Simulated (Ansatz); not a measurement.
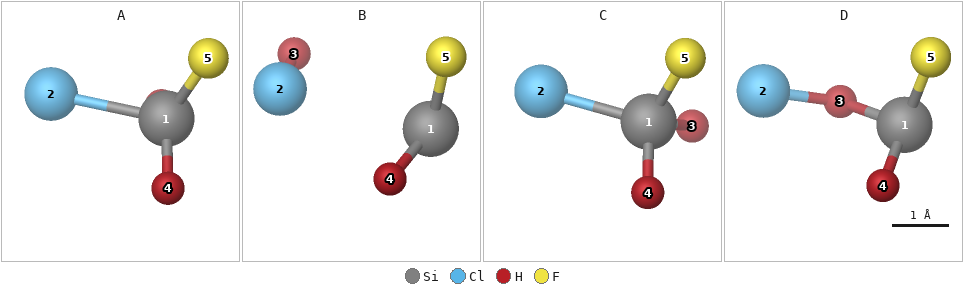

4 geometries from a converged minimum-energy path of SiH2ClF, shuffled. A ball-and-stick model, seen at a tilt.

Computed with RKS BLYP-D4/def2-SVP in Ansatz. Run with 7 movable images; climbing image; force threshold 0.05 eV/Å; iteration limit 60; starting path through a guess of the saddle point.

### One of them is the converged climbing image. Which?

D. In order along the path, whose images run from 0 to 8: C (image 0, 0.00 eV), A (image 2, +1.16 eV), D (image 4, +2.75 eV), B (image 8, +2.61 eV). Breaking: Si1–Cl2 (2.08 → 2.69 at the top → 2.88 Å), Si1–H3 (1.49 → 1.71 at the top → 3.27 Å). Forming: Cl2–H3 (2.92 → 1.53 at the top → 1.30 Å).

Cost: 73 s on 1 thread of Arm Neoverse V2, on a shared host, peak memory 0.1 GiB.
